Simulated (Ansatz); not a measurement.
## Two runs on CH4ClFSi2

System: CH4ClFSi2.
Method of the first run: RKS wB97M-V/def2-SVP (Ansatz 0.2.0).

The geometry comes from this level: PBE0-D4/def2-TZVP. Text and figures count atoms from 1; the logs count them from 0 in places.

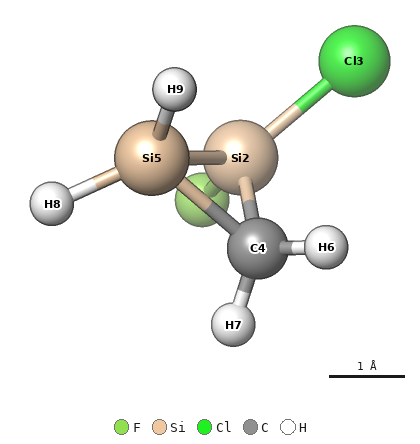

**Figure 1.** The input geometry (ball-and-stick view, seen at a tilt; atoms are numbered from 1 in the order of the input). Bond lengths as drawn: Cl–Si 2.04 Å, C–H 1.09 Å, C–Si 1.85 to 1.94 Å, F–Si 1.59 Å, H–Si 1.48 Å and Si–Si 2.23 Å.

**The input, the first run**
```yaml
crystal:
  periodic: [false, false, false]
  atoms:
    - {symbol: F, position_ang: [-2.433986, 0.239089, 0.366887]}
    - {symbol: Si, position_ang: [-0.903831, 0.011344, 0.736037]}
    - {symbol: Cl, position_ang: [-0.697464, 0.174680, 2.754566]}
    - {symbol: C, position_ang: [0.348425, 0.878696, -0.311548]}
    - {symbol: Si, position_ang: [0.570810, -1.032091, -0.573005]}
    - {symbol: H, position_ang: [1.163918, 1.422133, 0.162489]}
    - {symbol: H, position_ang: [-0.020883, 1.409397, -1.189916]}
    - {symbol: H, position_ang: [0.245166, -1.525383, -1.932091]}
    - {symbol: H, position_ang: [1.816246, -1.624165, -0.030619]}
basis:
  gaussian: {orbitals: def2-SVP}
hamiltonian: {xc: {name: wB97M-V}}
output: {orbitals: {seedname: orbitals}}
```

Hardware: 4 threads of Oxide Virtual Turin-like, 27 GiB of memory available, shared host.

**Output (the first run)**
```
Functional definition: wB97M-V
  parameter omega = 0.3/bohr
  parameter cx = 0.15
  parameter cx01 = 1.007
  parameter cx10 = 0.259
  parameter css00 = 0.443
  parameter css04 = -1.437
  parameter css10 = -4.535
  parameter css20 = -3.390
  parameter css43 = 4.278
  parameter cos00 = 1.000
  parameter cos10 = 1.358
  parameter cos20 = 2.924
  parameter cos21 = -8.812
  parameter cos60 = -1.390
  parameter cos61 = 9.142
  parameter b = 6.0
  parameter c = 0.01
  gx(w, u) = 1 - cx + cx01*u + cx10*w
  gss(w, u) = css00 + css04*u^4 + css10*w + css20*w^2 + css43*w^4*u^3
  gos(w, u) = cos00 + cos10*w + (cos20 + cos21*u)*w^2 + (cos60 + cos61*u)*w^6
  exchange = spin_sum(e_x_unif_sr(omega)*gx(b97_w, b97_u_x)) + cx*exact_x_sr(omega) + exact_x_lr(omega)
  correlation = spin_sum(e_c_pw_mod_same_spin*gss(b97_w, b97_u_same))
      + integral(e_c_pw_mod_opposite_spin*gos(b97_w_opposite, b97_u_opposite)) + vv10(b, c)
970 factors; integrals over basis functions are off by at most 1.0e-3 eV
306 factors; integrals over basis functions are off by at most 5.7e-6 eV
mean field evaluation 1: about -32079.9148 eV, gradient 4.2e1 eV
mean field evaluation 2: about -32080.7626 eV, gradient 3.9e1 eV
mean field evaluation 4: about -32083.8619 eV, gradient 1.8e0 eV
mean field evaluation 8: about -32083.9100 eV, gradient 1.1e-1 eV
mean field evaluation 16: about -32083.9101 eV, gradient 4.7e-5 eV
mean field -32083.91007264 eV, -1179.0619479141 hartree, gradient 4.7e-5 eV, S^2 0.000000; 0 other end points of the search recorded, 0 dependent functions left out
reference -32083.91011194 eV, -1179.0619493583 hartree; 32, 32 occupied and 70, 70 virtual orbitals, 970 factors
Total energy: -32083.91011194 eV, -1179.0619493583 hartree
```

The second run used a changed input.

**The two runs side by side**

```tsv
quantity	the first run	the second run
outcome	converged	converged
total energy (hartree)	−1179.061949	−1179.644293
HOMO (eV)	−9.03	−9.10
LUMO (eV)	1.46	0.82
basis functions	102	444
wall time (shared host)	4.1 s	16 s
```

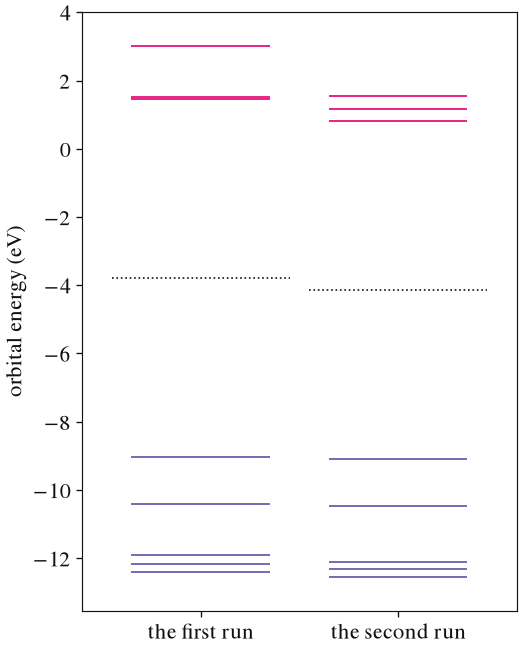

**Figure 2.** The five highest filled and three lowest empty orbital energies of the two runs; the dotted lines part filled from empty levels. The HOMO–LUMO gap is 10.49 eV in the first run and 9.92 eV in the second run.

What was changed in the input?

The change (lines with − go, lines with + come):
```diff
-  gaussian: {orbitals: def2-SVP}
+  gaussian: {orbitals: "def2-QZVPP.json"}
```

The total energy of the second run is 365.4 kcal/mol lower, which measures the change of basis and not a stability. The HOMO goes from −9.03 to −9.10 eV. The LUMO goes from 1.46 to 0.82 eV. The basis functions go from 102 to 444. On the same kind of shared host the second run took about 3.9 times as long.

**Output (the second run)**
```
Functional definition: wB97M-V
  parameter omega = 0.3/bohr
  parameter cx = 0.15
  parameter cx01 = 1.007
  parameter cx10 = 0.259
  parameter css00 = 0.443
  parameter css04 = -1.437
  parameter css10 = -4.535
  parameter css20 = -3.390
  parameter css43 = 4.278
  parameter cos00 = 1.000
  parameter cos10 = 1.358
  parameter cos20 = 2.924
  parameter cos21 = -8.812
  parameter cos60 = -1.390
  parameter cos61 = 9.142
  parameter b = 6.0
  parameter c = 0.01
  gx(w, u) = 1 - cx + cx01*u + cx10*w
  gss(w, u) = css00 + css04*u^4 + css10*w + css20*w^2 + css43*w^4*u^3
  gos(w, u) = cos00 + cos10*w + (cos20 + cos21*u)*w^2 + (cos60 + cos61*u)*w^6
  exchange = spin_sum(e_x_unif_sr(omega)*gx(b97_w, b97_u_x)) + cx*exact_x_sr(omega) + exact_x_lr(omega)
  correlation = spin_sum(e_c_pw_mod_same_spin*gss(b97_w, b97_u_same))
      + integral(e_c_pw_mod_opposite_spin*gos(b97_w_opposite, b97_u_opposite)) + vv10(b, c)
1674 factors; their error is unknown
340 factors; integrals over basis functions are off by at most 2.9e-5 eV
mean field evaluation 1: about -32094.1266 eV, gradient 5.3e1 eV
mean field evaluation 2: about -32094.9432 eV, gradient 5.0e1 eV
mean field evaluation 4: about -32099.7257 eV, gradient 2.6e0 eV
mean field evaluation 8: about -32099.7448 eV, gradient 5.1e-2 eV
mean field evaluation 16: about -32099.7564 eV, gradient 8.3e-5 eV
mean field -32099.75642390 eV, -1179.6442905821 hartree, gradient 8.3e-5 eV, S^2 0.000000; 0 other end points of the search recorded, 0 dependent functions left out
reference -32099.75648816 eV, -1179.6442929436 hartree; 32, 32 occupied and 412, 412 virtual orbitals, 1674 factors
Total energy: -32099.75648816 eV, -1179.6442929436 hartree
```
